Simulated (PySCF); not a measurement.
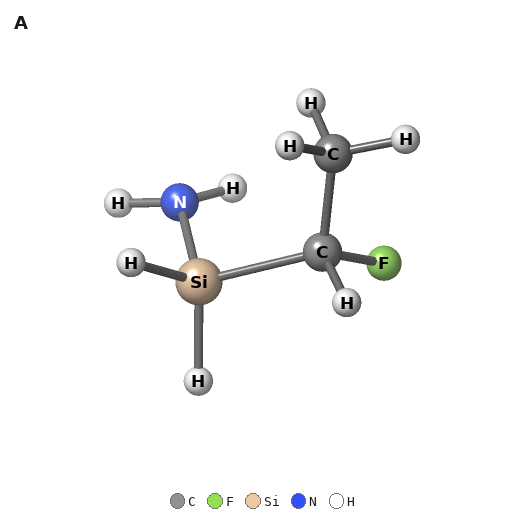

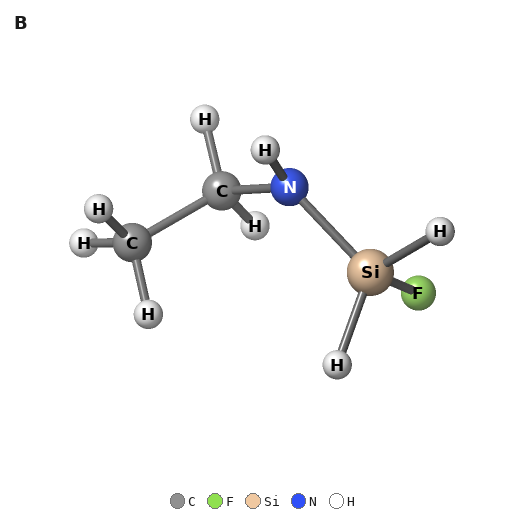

2 stationary structures of one formula. Geometries: GFN2-xTB. Electronic energies: PBE0/pcSseg-1 (PySCF 2.14.0), without zero-point energy. No frequency run is at hand to confirm each as a minimum. Each is one conformer, not always the lowest.

### Are they conformers, stereoisomers or constitutional isomers?

They are constitutional isomers of C2H8FNSi: A `C[C@H](F)[SiH2]N`, B `CCN[SiH2]F`.

### Which is lowest in energy, and by how much?

B is lowest; A lies 1.582 eV above it.

The geometry is semi-empirical. Around Si such bond lengths and angles can be off by a tenth of an ångström or more and by several degrees, and values that hang on the shape move with them.
